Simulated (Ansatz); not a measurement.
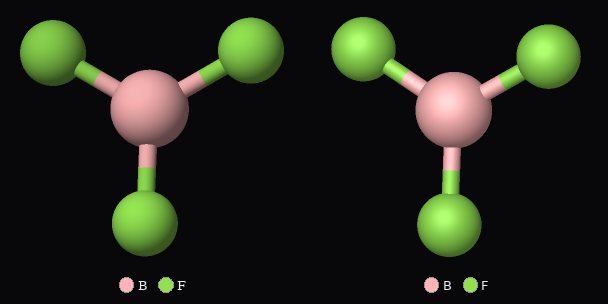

Both panels show the same species.

The computed structure is the end point of a PBE0-D4/def2-TZVP optimisation.

Which formula does it have?

Answer. BF₃, 4 atoms: 1 boron and 3 fluorine.

Which point group does it belong to?

Answer. D3h.

How many bonds of each kind are drawn?

Answer. 3 B–F. Sticks follow a distance rule.

How many atoms are distinct by symmetry?

Answer. 2: 1 B, 3 F.

More results for the same structure follow; atom numbers are the same in all pictures, views and colours differ.

## Geometry

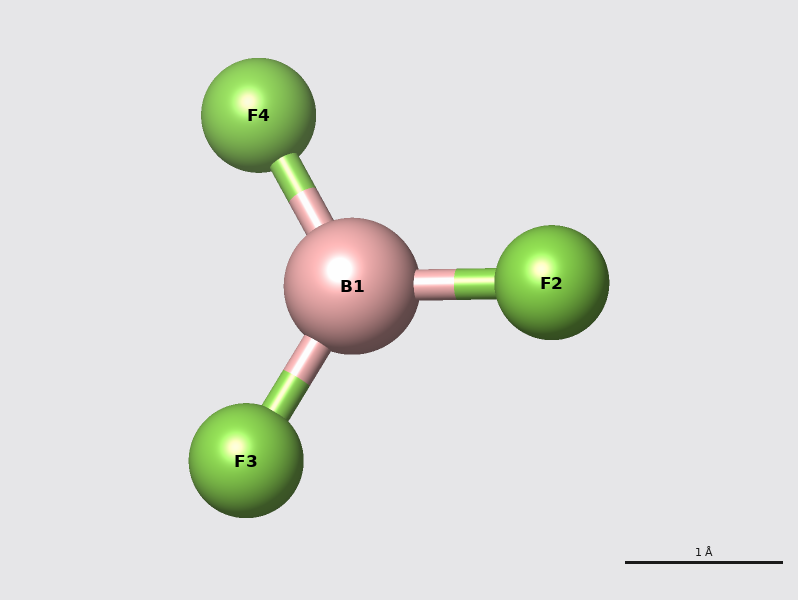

Atoms carry their numbers in the input.

Which atoms are bonded, and how long are the bonds?

```json
{"bond": "B1–F2", "length (Å)": "1.311"}
{"bond": "B1–F3", "length (Å)": "1.311"}
{"bond": "B1–F4", "length (Å)": "1.311"}
```

## Electronic properties

Method: RKS PBE0-D4/def2-TZVPP (Ansatz 0.2.0).

Give the LUMO energy (Kohn–Sham orbital) at this level.

Answer. 0.46 eV.

Estimate the HOMO energy (Kohn–Sham orbital).

Answer. −12.22 eV.

## Charges

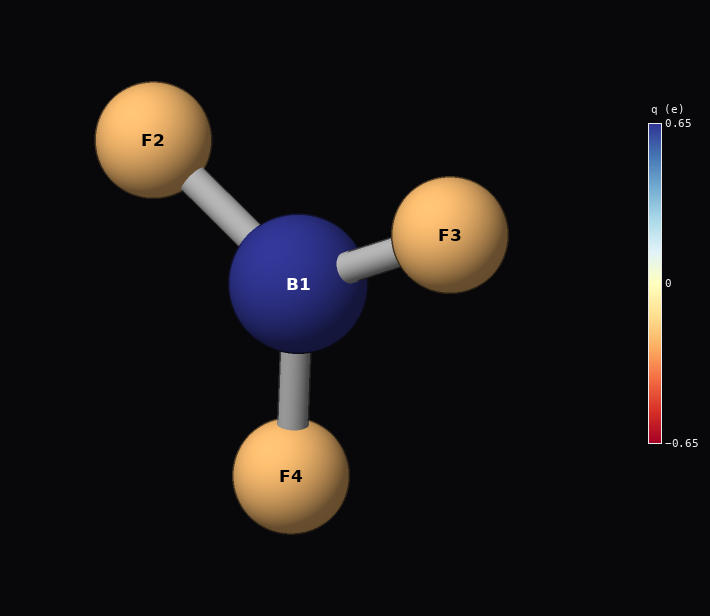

Atoms are coloured by their Mulliken charges. Level of theory: RKS PBE0-D4/def2-TZVP (Ansatz 0.2.0).

List the Mulliken charges.

| atom | value (e) |
| --- | --- |
| B1 | 0.65 |
| F2 | −0.22 |
| F3 | −0.22 |
| F4 | −0.22 |

## Thermal motion

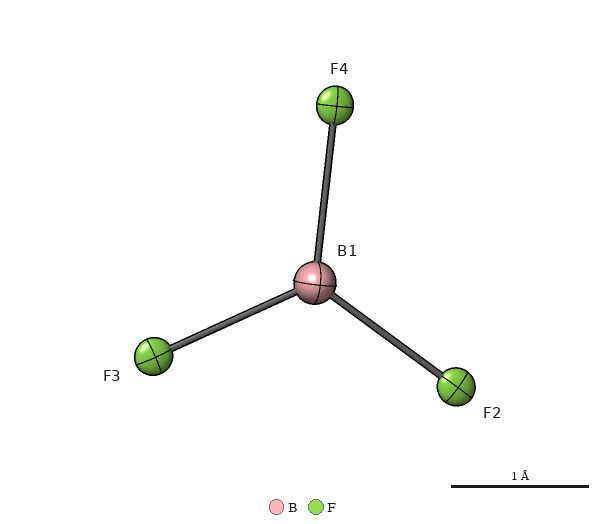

Displacement ellipsoids at the 50 % level, enlarged 3 times, from the internal vibrations of the free molecule (harmonic, no overall translation or rotation; no half-axis is drawn under 0.075 Å). Vibrations computed with RKS PBE0-D4/def2-TZVP (Ansatz 0.2.0). Temperature: 298 K.

List U_eq and the three principal root-mean-square amplitudes for each kind of atom.

| atom | U_eq (Å²) | rms amplitudes (Å) |
| --- | --- | --- |
| B1 | 0.0014 | 0.034, 0.034, 0.045 |
| F2, F3, F4 | 0.00063 | 0.009, 0.030, 0.031 |

Mulliken values depend strongly on the basis set and can even reverse the polarity of a bond.
